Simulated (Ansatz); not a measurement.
**One shape, several levels: O2 (oxygen)**

Aim: a comparison of 6 runs (U-wB97X/STO-3G, UBHLYP/STO-3G, UCAM-B3LYP/STO-3G, RPA@PBE/STO-3G, UCCSD/STO-3G, UCCSD(T)/STO-3G) of O2 (oxygen). 

The results are computed with Ansatz 0.2.0.

35 further runs of the same task are left out: 14 that didn't finish, 21 set aside as unsound or not needed.

## (1) The structure to begin with

The species is O2 (2 atoms), meant as a triplet with charge 0. As SMILES, `O=O`. The O2–O1 distance was set to 2.386 Å, away from the relaxed value.

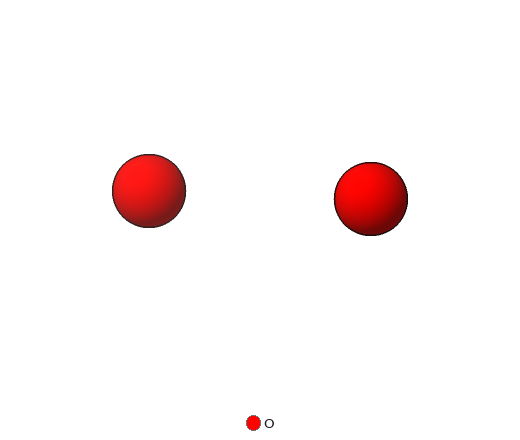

Viewed from a chosen angle; oxygen red.

## (2) A single-point energy at U-wB97X/STO-3G (run 1)

molecule.yaml

```yaml
crystal:
  periodic: [false, false, false]
  atoms:
    - {symbol: O, position_ang: [1.528639, -0.494547, 0.787344]}
    - {symbol: O, position_ang: [-0.509550, 0.164850, -0.262450]}
basis:
  gaussian: {orbitals: STO-3G}
magnetization: {spin_polarized: true, initial_magnetization: 2}
accuracy: high
hamiltonian: {xc: {name: wB97X}}
```

Launch:

```
$ ansatz run molecule.yaml --threads 1 --pin off --max-ram 3480MiB --events-out events.jsonl --progress --plain --runs-dir runs
```

Output:

```text
Warning: RAYON_NUM_THREADS=1 ignored (pool sized by the plan → 1); use --threads N
Functional definition: wB97X
  name "wB97X"
  parameter omega = 0.3/bohr
  parameter cx = 0.157706
  parameter cx1 = 0.726479
  parameter cx2 = 1.04760
  parameter cx3 = -5.70635
  parameter cx4 = 13.2794
  parameter css1 = -4.33879
  parameter css2 = 18.2308
  parameter css3 = -31.7430
  parameter css4 = 17.2901
  parameter cos1 = 2.37031
  parameter cos2 = -11.3995
  parameter cos3 = 6.58405
  parameter cos4 = -3.78132
  exchange = spin_sum(e_x_unif_sr(omega)*poly(b97_u_x, 1 - cx, cx1, cx2, cx3, cx4)) + cx*exact_x_sr(omega)
      + exact_x_lr(omega)
  correlation = spin_sum(e_c_pw_same_spin*poly(b97_u_same, 1, css1, css2, css3, css4))
      + integral(e_c_pw_opposite_spin*poly(b97_u_opposite, 1, cos1, cos2, cos3, cos4))
143 factors; integrals over basis functions are off by at most 1.8e-8 eV
87 factors; integrals over basis functions are off by at most 7.0e-10 eV
mean field evaluation 1: about -4023.7470 eV, gradient 3.7e-1 eV
mean field evaluation 2: about -4023.7484 eV, gradient 5.0e-2 eV
mean field evaluation 4: about -4023.7359 eV, gradient 1.7e-2 eV
mean field evaluation 8: about -4023.7359 eV, gradient 3.1e-5 eV
mean field evaluation 16: about -4023.7359 eV, gradient 3.7e-7 eV
mean field evaluation 32: about -4026.1237 eV, gradient 4.4e-1 eV
mean field evaluation 64: about -4023.7481 eV, gradient 1.3e-1 eV
mean field evaluation 96: about -4025.4007 eV, gradient 1.8e0 eV
mean field evaluation 128: about -4023.7470 eV, gradient 3.7e-1 eV
mean field evaluation 160: about -4028.1406 eV, gradient 3.2e-2 eV
mean field evaluation 192: about -4028.1477 eV, gradient 5.7e-2 eV
mean field -4028.35930619 eV, -148.0394739824 hartree, gradient 1.6e-8 eV, S^2 2.948380; 15 other end points of the search recorded, 0 dependent functions left out
reference -4028.35930579 eV, -148.0394739677 hartree; 9, 7 occupied and 1, 3 virtual orbitals, 143 factors
Total energy: -4028.35930579 eV, -148.0394739677 hartree
```

It took 45 s on 1 thread of Arm Neoverse V1, shared host; peak memory 0.21 GiB.

## (3) The energy at UBHLYP/STO-3G (run 2)

job.yaml

```yaml
basis:
  gaussian:
    orbitals: STO-3G
crystal:
  periodic: [false, false, false]
  atoms:
    - {symbol: O, position_ang: [1.528639, -0.494547, 0.787344]}
    - {symbol: O, position_ang: [-0.509550, 0.164850, -0.262450]}
magnetization:
  spin_polarized: true
  initial_magnetization: 2
hamiltonian:
  xc: {name: BHLYP}
accuracy: high
```

Launch:

```
$ ansatz run job.yaml --threads 1 --pin off --max-ram 3480MiB --events-out events.jsonl --progress --plain --runs-dir runs
```

Output:

```text
Warning: RAYON_NUM_THREADS=1 ignored (pool sized by the plan → 1); use --threads N
Functional definition: BHLYP
  name "BHLYP"
  parameter a = 0.5
  exchange = (1 - a)*b88_x + a*exact_x
  correlation = lyp_c
143 factors; integrals over basis functions are off by at most 1.8e-8 eV
mean field evaluation 1: about -4021.6313 eV, gradient 3.6e-1 eV
mean field evaluation 2: about -4021.6326 eV, gradient 5.1e-2 eV
mean field evaluation 4: about -4021.6252 eV, gradient 1.7e-2 eV
mean field evaluation 8: about -4021.6253 eV, gradient 9.9e-7 eV
mean field evaluation 16: about -4022.3476 eV, gradient 4.5e0 eV
mean field evaluation 32: about -4028.3870 eV, gradient 1.6e-5 eV
mean field evaluation 64: about -4021.6253 eV, gradient 1.7e-3 eV
mean field evaluation 96: about -4028.3345 eV, gradient 1.7e-2 eV
mean field evaluation 128: about -4028.2056 eV, gradient 1.4e-1 eV
mean field evaluation 160: about -4028.2126 eV, gradient 4.9e-2 eV
mean field evaluation 192: about -4028.3742 eV, gradient 1.5e-1 eV
mean field -4028.38698680 eV, -148.0404912262 hartree, gradient 1.5e-8 eV, S^2 2.965286; 17 other end points of the search recorded, 0 dependent functions left out
reference -4028.38699704 eV, -148.0404916023 hartree; 9, 7 occupied and 1, 3 virtual orbitals, 143 factors
Total energy: -4028.38699704 eV, -148.0404916023 hartree
```

It took 6.9 s on 1 thread of Arm Neoverse V1, shared host.

Runs 3 to 5 aren't shown in full; the table further down has their settings and results.

## (4) The energy at UCCSD(T)/STO-3G (run 6)

in.yaml

```yaml
basis:
  gaussian:
    orbitals: STO-3G
crystal:
  periodic: [false, false, false]
  atoms:
    - symbol: O
      position_ang: [1.528639, -0.494547, 0.787344]
    - symbol: O
      position_ang: [-0.509550, 0.164850, -0.262450]
correlation:
  method: ccsd_t
  frozen_orbitals: {O: 1}
scf:
  omitted_lower_state_checks: [cluster_reference, increment]
accuracy: high
magnetization:
  spin_polarized: true
  initial_magnetization: 2
```

Launch:

```
$ ansatz run in.yaml --threads 1 --pin off --max-ram 3480MiB --events-out events.jsonl --progress --plain --runs-dir runs
```

Output:

```text
Warning: RAYON_NUM_THREADS=1 ignored (pool sized by the plan → 1); use --threads N
[... 26 lines left out ...]
2 core orbitals not correlated: weight in the atoms' cores, before any rotation towards them, 1.000 or more for the frozen orbitals, at most 0.000 for the correlated occupied ones
[... 122 lines left out ...]
WARN: these amplitudes may be one of several solutions (largest doubles amplitude 0.96, level shift 0.00 eV)
Total energy: -4016.65165415 eV, -147.6092257057 hartree
Checks for a lower state left out: cluster_reference, increment
```

Wall time 0.5 s (1 thread of Arm Neoverse V1, shared host).

## (5) Overview of the runs

| run | level | frozen core orbitals | energy (Eh) | ⟨S²⟩ | wall time |
| --- | --- | --- | --- | --- | --- |
| 1 | U-wB97X/STO-3G | – | -148.039474 | 2.948 | 45 s |
| 2 | UBHLYP/STO-3G | – | -148.040492 | 2.965 | 6.9 s |
| 3 | UCAM-B3LYP/STO-3G | – | -147.988661 | 2.940 | 9 s |
| 4 | RPA@PBE/STO-3G | 2 | -147.632976 | 2.995 | 21 s |
| 5 | UCCSD/STO-3G | 2 | -147.609155 | 2.986 | 0.48 s |
| 6 | UCCSD(T)/STO-3G | 2 | -147.609226 | 2.986 | 0.5 s |

## (6) Summary of results

| quantity | value |
| --- | --- |
| run 6: total energy | -147.60923 Eh |
| run 6: correlation energy (2 core orbitals frozen) | -47.4 mEh |
| run 6: (T) correction | -0.07 mEh |
| run 6: ⟨S²⟩ of the reference determinant | 2.986 |
| run 6: T1 diagnostic | 0.032 |

**Reading.** Totals of different functionals can't be ranked against each other. In runs 1, 2, 3, 4, 5, 6 the basis is minimal, so the values are rough. Spin contamination of the reference: run 4 ⟨S²⟩ = 3.00, run 5 ⟨S²⟩ = 2.99, run 6 ⟨S²⟩ = 2.99, run 2 ⟨S²⟩ = 2.97, run 1 ⟨S²⟩ = 2.95, run 3 ⟨S²⟩ = 2.94. Where it is this large, the reference is a mixture of spin states, and values that rest on it are in doubt. All runs together took 82 s, the longest 45 s.
